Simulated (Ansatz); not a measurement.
```xyz
4

F     1.7580   -1.1527   -0.5597
Si    0.1888   -0.6865   -0.3422
Cl   -0.6548   -1.8242   -2.0574
Cl    0.3661    1.2853   -1.3563
```

Computed with RKS PBE0-D4/def2-TZVP in Ansatz.

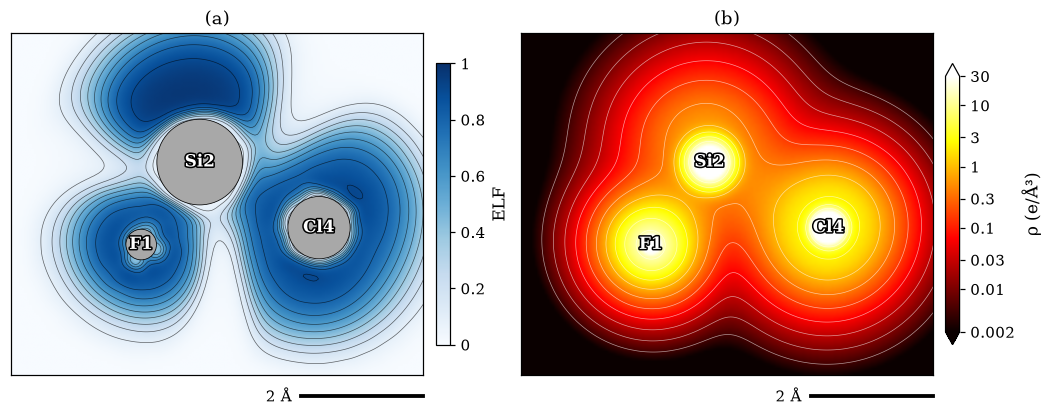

Cl₂FSi (SMILES F[Si-](Cl)Cl) (charge −1). (a) ELF; (b) total electron density on the plane of atoms F1, Si2 and Cl4. Grey discs cover the atomic cores in the ELF map.

Read the bonding off the picture.

- Atoms in the plane: F, Si and Cl.
- Si–F (1.65 Å): ρ at the midpoint is about 1 e/Å³; the ELF peaks at about 0.85 in the valence shell of F, 0.6 Å from its nucleus, and is about 0.55 at the midpoint.
- Si–Cl (2.22 Å): ρ at the midpoint is about 0.65 e/Å³, with its minimum of 0.5 e/Å³ about 0.8 Å from Si; the ELF peaks at about 0.85 between the atoms; a shared but strongly polarised pair.
- The ELF also peaks beside F1, Cl4 and Si2, away from the bonds: lone-pair regions.
